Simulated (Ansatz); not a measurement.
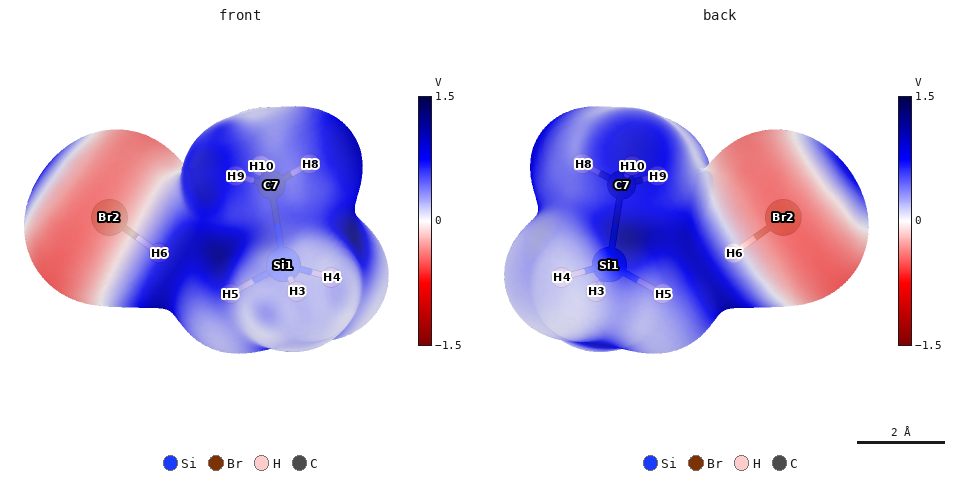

The picture shows: CH₆Si···HBr. The electrostatic potential painted on the density surface at 0.002 e/bohr³, seen from the front and from behind; the colour scale runs from red (negative) to blue (positive).

The product side of a reaction path; geometry: PBE0-D4/def2-TZVP.

The calculation used Ansatz 0.2.0, RKS PBE0-D4/def2-TZVPP.

```xyz
10

Si   -0.8614    0.7678   -0.0928
Br    0.5970   -3.2228   -0.7589
H    -0.9530    1.7570   -1.1984
H    -1.7665    1.1900    1.0081
H    -1.3827   -0.5318   -0.6186
H    -0.3137   -2.1242   -0.7312
C     0.8964    0.5707    0.5045
H     1.2773    1.5193    0.8894
H     1.5506    0.2444   -0.3067
H     0.9562   -0.1704    1.3044
```

**Where is the surface potential most negative and most positive?**

The most negative region (about −0.5 V) lies over Br2, the most positive (about +1.2 V) over Si1. Br2 shows a σ-hole: about +0.8 V at the tip opposite its bond, against about −0.4 V on its flanks.
